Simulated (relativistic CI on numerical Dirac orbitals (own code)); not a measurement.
# Relativistic CI calculation for Dy²⁺

- system: Dy²⁺.
- method: Dirac-Coulomb-Breit CI, KLI orbitals optimised for each configuration, model QED (radiative potential, 1s self-energy scaled to tabulated hydrogen-like ionisation energies), valence Slater integrals scaled by 0.85 (relativistic CI on numerical Dirac orbitals, in-house)

**Summary**

| quantity | value |
| --- | --- |
| outcome | converged |
| lowest level | 4f¹⁰ 5p⁶ ⁵I₈ |
| first excited level | 4f⁹ 5p⁶ 6s ⁷H°₈, 2,107 cm⁻¹ |
| ionisation energy | 19.113 eV |
| levels computed | 2238 |
| SCF iterations | 68 |
| hardware | 1 CPU thread, shared host |
| wall time | 2.1 s |

**Notes**

To bear in mind: near-neutral ion: configurations can be misplaced by up to about 10000 cm⁻¹, over 20000 where the f count changes; rates and lifetimes follow the computed energies and can be off by orders of magnitude; only a limited list of configurations is included, so lower levels can be missing; not all moves of one electron into or out of the f shell are listed, so low levels are missing; only lines among the lowest 200 of 2238 levels are drawn, so those from 4f⁹ 5p⁶ 6s, 4f¹⁰ 5p⁶ and 4f⁹ 5p⁶ 6p are incomplete.

**Input**
```
atom Dy  Z=66  charge=2  electrons=64
nucleus A=164  rms_radius_fm=5.2218
hamiltonian dirac-coulomb  breit=on  qed=on  c_scale=1
orbitals kli  potential=per-configuration
slater_scale 0.85
correlation none
mixing on
configurations
  [Xe] 4f10
  [Xe] 4f9 6s
  [Xe] 4f9 6p
  [Xe] 4f9 7s
  [Kr] 4d10 4f12 5s2 5p4
end
```

The run was one of a batch that the task file lists, launched with:
```bash
python <driver script> task.json out
```

The program writes its results to a structured record and prints no log; tables and figures of this report are taken from that record.

**The lowest 30 levels**

```
Configuration  Level  E (cm⁻¹)  LS purity (%)  Landé g  Lifetime (s; – stable or not computed)
     4f¹⁰ 5p⁶    ⁵I₈         0             94    1.241                                       –
   4f⁹ 5p⁶ 6s   ⁷H°₈     2,107             93    1.366                                       –
   4f⁹ 5p⁶ 6s   ⁵H°₇     3,737             59    1.294                                       –
     4f¹⁰ 5p⁶    ⁵I₇     4,182             97    1.173                                3.0×10⁻¹
   4f⁹ 5p⁶ 6s   ⁷H°₇     6,031             62    1.313                                       –
   4f⁹ 5p⁶ 6s   ⁷H°₆     6,749             66    1.256                                       –
     4f¹⁰ 5p⁶    ⁵I₆     7,139             96    1.072                                5.2×10⁻¹
   4f⁹ 5p⁶ 6s   ⁷H°₅     8,740             78    1.182                                6.3×10⁻¹
   4f⁹ 5p⁶ 6s   ⁵H°₆     8,851             64    1.240                                       –
     4f¹⁰ 5p⁶    ⁵I₅     9,322             92    0.910                                 1.1×10⁰
   4f⁹ 5p⁶ 6s   ⁷H°₄    10,260             85    1.040                                 1.6×10⁰
   4f⁹ 5p⁶ 6s   ⁷F°₆    10,730             93    1.486                                       –
   4f⁹ 5p⁶ 6s   ⁵H°₅    11,040             74    1.134                                5.4×10⁻²
     4f¹⁰ 5p⁶    ⁵I₄    11,040             91    0.618                                 2.8×10⁰
   4f⁹ 5p⁶ 6s   ⁷H°₃    11,430             89    0.752                                 3.7×10⁰
   4f⁹ 5p⁶ 6s   ⁷F°₅    11,730             80    1.463                                5.3×10⁻¹
   4f⁹ 5p⁶ 6s   ⁷H°₂    12,270             92    0.026                                 1.1×10¹
   4f⁹ 5p⁶ 6s   ⁵H°₄    12,790             84    0.923                                5.6×10⁻²
   4f⁹ 5p⁶ 6s   ⁵F°₅    12,940             91    1.394                                4.6×10⁻¹
   4f⁹ 5p⁶ 6s   ⁷F°₄    13,020             64    1.436                                 4.4×10⁰
   4f⁹ 5p⁶ 6s   ⁵H°₃    14,100             89    0.529                                       –
   4f⁹ 5p⁶ 6s   ⁷F°₃    14,630             79    1.448                                 2.3×10⁰
   4f⁹ 5p⁶ 6s   ⁵F°₄    14,730             64    1.377                                 1.8×10⁰
     4f¹⁰ 5p⁶    ⁵F₅    15,370             77    1.348                                       –
   4f⁹ 5p⁶ 6s   ⁷F°₂    15,680             88    1.467                                 6.0×10⁰
   4f⁹ 5p⁶ 6s   ⁷F°₁    16,280             89    1.460                                 2.6×10¹
   4f⁹ 5p⁶ 6s   ⁵F°₃    16,540             78    1.274                                 2.0×10⁰
   4f⁹ 5p⁶ 6s   ⁷F°₀    16,620             90        –                                 8.4×10¹
     4f¹⁰ 5p⁶    ⁵S₂    17,680             67    1.760                                       –
   4f⁹ 5p⁶ 6s   ⁵F°₂    17,690             87    1.024                                 5.0×10⁰
```

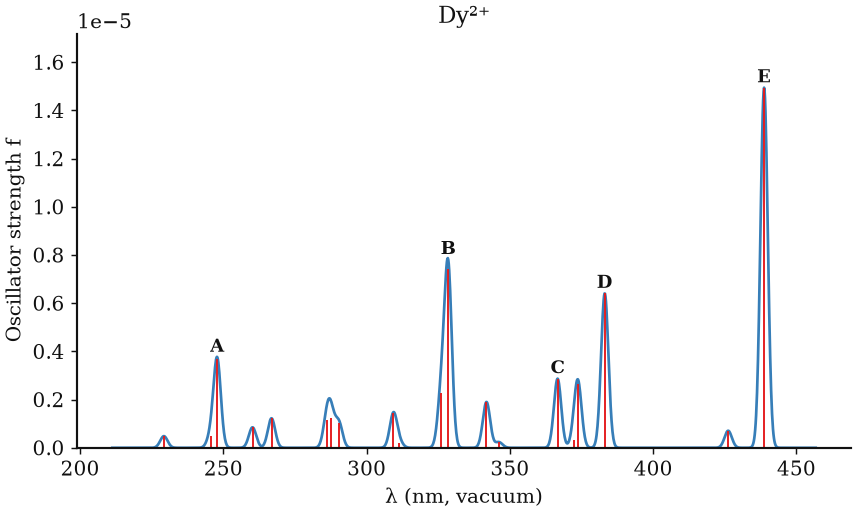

Fig. 1: Absorption lines from the lowest level (oscillator strengths f) for Dy²⁺. The envelope is a Gaussian of full width 3 nm, scaled to the tallest stick. A: 4f⁹ 5p⁶ 6s ³L°₉ ← 4f¹⁰ 5p⁶ ⁵I₈, 247.9 nm, f = 0.0000037; B: 4f⁹ 5p⁶ 6s [(4f₅/₂)⁴ (4f₇/₂)⁵ 6s] J = 9 ← 4f¹⁰ 5p⁶ ⁵I₈, 328.5 nm, f = 0.0000074; C: 4f⁹ 5p⁶ 6s [(4f₅/₂)⁵ (4f₇/₂)⁴ 6s] J = 9 ← 4f¹⁰ 5p⁶ ⁵I₈, 366.7 nm, f = 0.0000029; D: 4f⁹ 5p⁶ 6s [(4f₅/₂)⁵ (4f₇/₂)⁴ 6s] J = 9 ← 4f¹⁰ 5p⁶ ⁵I₈, 383.1 nm, f = 0.0000064; E: 4f⁹ 5p⁶ 6s [(4f₇/₂)³ 6s] J = 8 ← 4f¹⁰ 5p⁶ ⁵I₈, 438.7 nm, f = 0.000015. The strongest, E, lies in the visible region.

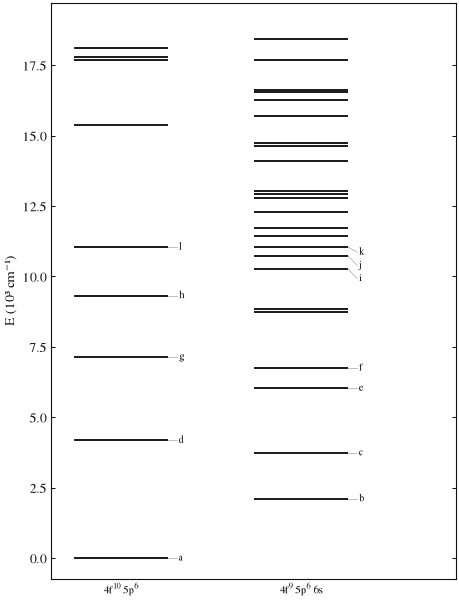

Fig. 2: The lowest levels of Dy²⁺, with 12 of them lettered. a: 4f¹⁰ 5p⁶ ⁵I₈ at 0; b: 4f⁹ 5p⁶ 6s ⁷H°₈ at 2,107 cm⁻¹; c: 4f⁹ 5p⁶ 6s ⁵H°₇ at 3,737 cm⁻¹; d: 4f¹⁰ 5p⁶ ⁵I₇ at 4,182 cm⁻¹; e: 4f⁹ 5p⁶ 6s ⁷H°₇ at 6,031 cm⁻¹; f: 4f⁹ 5p⁶ 6s ⁷H°₆ at 6,749 cm⁻¹; g: 4f¹⁰ 5p⁶ ⁵I₆ at 7,139 cm⁻¹; h: 4f¹⁰ 5p⁶ ⁵I₅ at 9,322 cm⁻¹; i: 4f⁹ 5p⁶ 6s ⁷H°₄ at 10,260 cm⁻¹; j: 4f⁹ 5p⁶ 6s ⁷F°₆ at 10,730 cm⁻¹; k: 4f⁹ 5p⁶ 6s ⁵H°₅ at 11,040 cm⁻¹; l: 4f¹⁰ 5p⁶ ⁵I₄ at 11,040 cm⁻¹.
